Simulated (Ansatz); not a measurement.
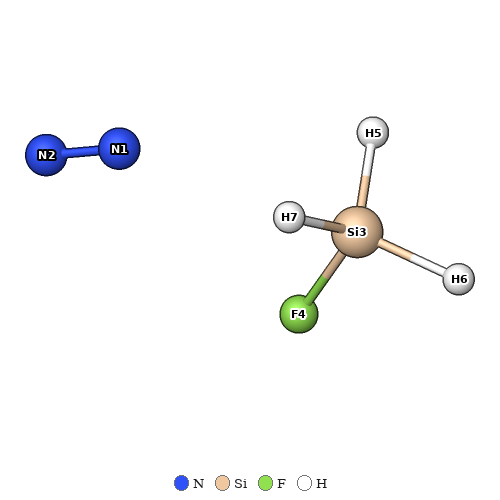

The system is the pair N₂···FH₃Si; the picture shows the reference structure. The turn is about an axis along (0.77, −0.63, 0.12) in the frame of the relaxed pair, normal to the line between the partners. First axis: distance Si3···N1. Second axis: turn of N1, N2 about its own atom N1. The grid has 15 × 15 points. Points are written as (first, second). Energies: kcal/mol, counted from the lowest grid point. Energies and slopes of some neighbouring points disagree (a jump in structure or state, or too coarse a mesh). The calculation used RKS PBE0-D4/def2-SVPD (Ansatz).

Its coordinates:

| atom | x (Å) | y (Å) | z (Å) |
| --- | --- | --- | --- |
| N | 0.4481 | 0.1283 | -2.2409 |
| N | 0.3222 | -0.2113 | -3.2768 |
| Si | -0.1243 | 0.0576 | 1.1296 |
| F | -0.9464 | -1.0918 | 0.2925 |
| H | 1.3290 | -0.1665 | 0.9090 |
| H | -0.4781 | -0.1043 | 2.5658 |
| H | -0.5507 | 1.3881 | 0.6207 |

Range: distance Si3···N1 from 2.872 to 5.472 Å; turn of N1, N2 about its own atom N1 from −180 to 156°.

**Predict the map.**

The lowest grid point is at (3.487 Å, −12°). Other grid points that lie below all their neighbours: (4.496 Å, −156°) (0.07 kcal/mol higher). The highest grid point, (2.872 Å, −132°), lies 115.1 kcal/mol above the lowest.

```tsv
second ↓, first →	2.872	2.937	3.043	3.173	3.322	3.487	3.666	3.858	4.060	4.273	4.496	4.727	4.968	5.216	5.472
156	22.8	18.8	13.5	8.9	5.3	2.9	1.5	0.7	0.4	0.4	0.5	0.7	0.9	1.1	1.2
132	8.8	7.0	4.9	3.1	1.8	1.0	0.7	0.6	0.6	0.7	0.9	1.0	1.2	1.3	1.4
108	5.0	4.0	2.8	1.8	1.2	0.8	0.7	0.7	0.8	1.0	1.1	1.2	1.3	1.4	1.5
84	3.7	3.0	2.1	1.4	1.0	0.8	0.7	0.8	0.9	1.1	1.2	1.3	1.4	1.5	1.6
60	2.8	2.2	1.5	1.0	0.6	0.5	0.6	0.7	0.9	1.0	1.2	1.3	1.4	1.5	1.6
36	2.0	1.5	0.9	0.5	0.3	0.2	0.3	0.5	0.7	1.0	1.1	1.3	1.4	1.5	1.6
12	1.7	1.2	0.6	0.2	0.0	0.0	0.1	0.4	0.6	0.8	1.0	1.2	1.3	1.4	1.5
−12	1.9	1.3	0.7	0.3	0.0	0.0	0.1	0.3	0.5	0.8	1.0	1.1	1.3	1.4	1.5
−36	3.0	2.2	1.3	0.7	0.3	0.2	0.2	0.3	0.5	0.7	0.9	1.1	1.2	1.3	1.4
−60	7.3	5.7	3.7	2.2	1.2	0.6	0.5	0.5	0.6	0.7	0.9	1.1	1.2	1.3	1.4
−84	30.1	23.9	16.4	10.2	5.9	3.2	1.8	1.1	0.8	0.8	0.9	1.0	1.2	1.3	1.4
−108	107.8	87.7	62.1	40.3	24.1	13.5	7.2	3.7	2.0	1.2	1.0	1.0	1.1	1.2	1.3
−132	115.1	98.9	75.8	53.0	34.1	20.2	11.0	5.6	2.7	1.3	0.8	0.7	0.8	1.0	1.2
−156	70.5	59.5	45.0	31.6	20.5	12.2	6.5	2.9	1.1	0.3	0.1	0.2	0.4	0.7	1.0
−180	53.7	45.0	33.4	22.8	14.3	8.1	4.1	1.8	0.6	0.2	0.1	0.3	0.6	0.8	1.0
```

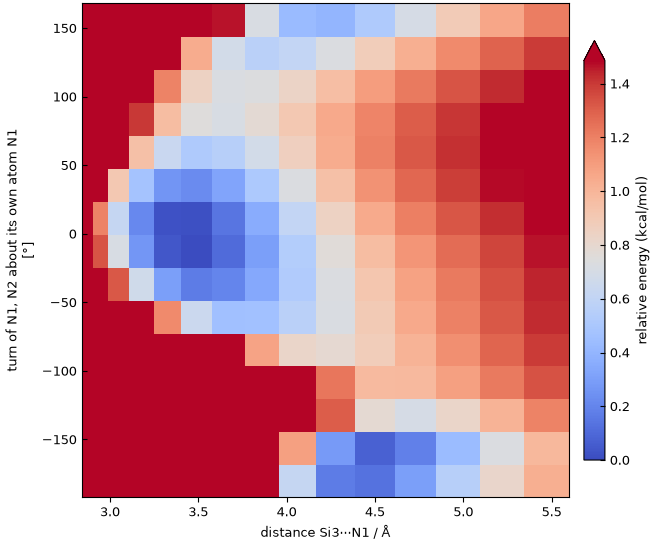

The picture shows one coloured cell a grid point, one colour for all values above the top of the scale.

Each point was launched as `ansatz run input.yaml --threads 1 --pin off --max-ram 2560MiB --backend cpu --events-out ev --progress --plain --runs-dir out`. Time for the 225 points that were run: 7.7 min on 1 thread of Intel(R) Xeon(R) 6975P-C (Granite Rapids), with other jobs on the host.
